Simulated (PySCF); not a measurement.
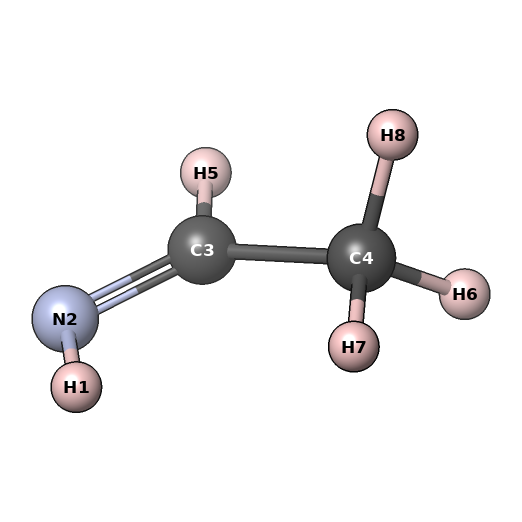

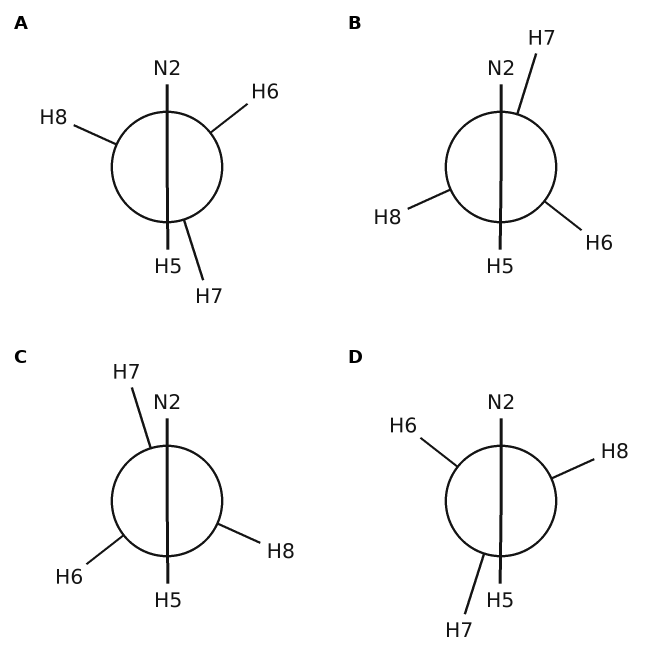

Depth is shown by fading: the farther an atom, the more it takes the colour of the background. Bonds that would overlap in a projection are set slightly apart. The computed structure is the end point of a PBE0-D3(BJ)/def2-SVP optimisation. No frequency run is at hand to confirm it as a minimum.

Which Newman projection shows the view along C3–C4, with C3 in front?

B. The torsion angle N2–C3–C4–H6 is 128°, anticlinal.
